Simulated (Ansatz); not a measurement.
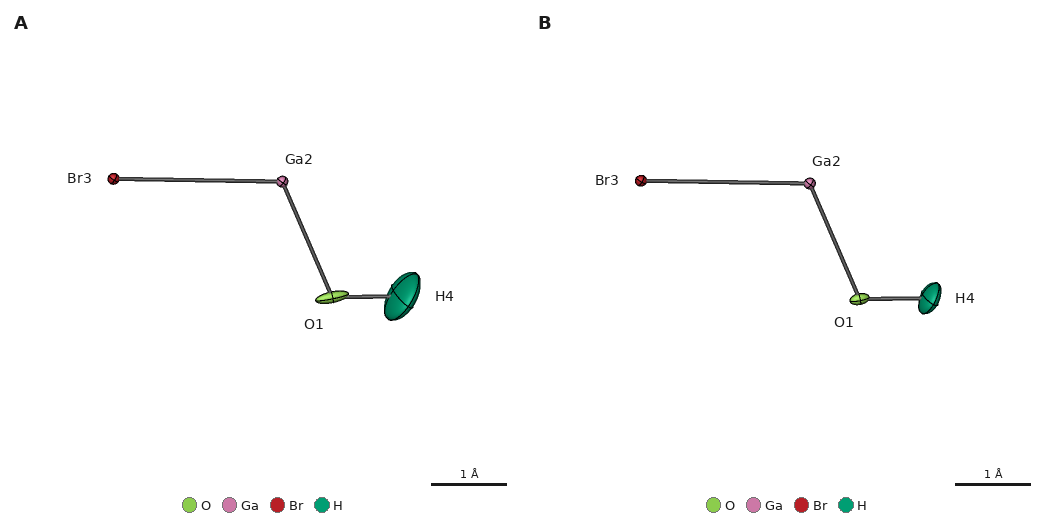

Displacement ellipsoids at the 50 % level, scaled by 0.7, from the internal vibrations of the free molecule (harmonic, no overall translation or rotation; no half-axis is drawn under 0.075 Å). The species is neutral and a spin doublet. Vibrations computed with UKS PBE0-D4/def2-TZVP (Ansatz 0.2.0). One panel is for 298 K, the other for 900 K.

Which panel is for 900 K?

Answer. A.

How much does the mean-square displacement of O1 grow, and why?

Answer. U_eq goes from 0.0056 to 0.0158 Å², a factor of 2.8. Modes below kT (626 cm⁻¹ at 900 K) grow about in proportion to T, and the lowest lies at 134 cm⁻¹; the mean-square amplitude of a mode is its zero-point value times coth(ħω/2kT), which comes close to 1 only above about 3kT.
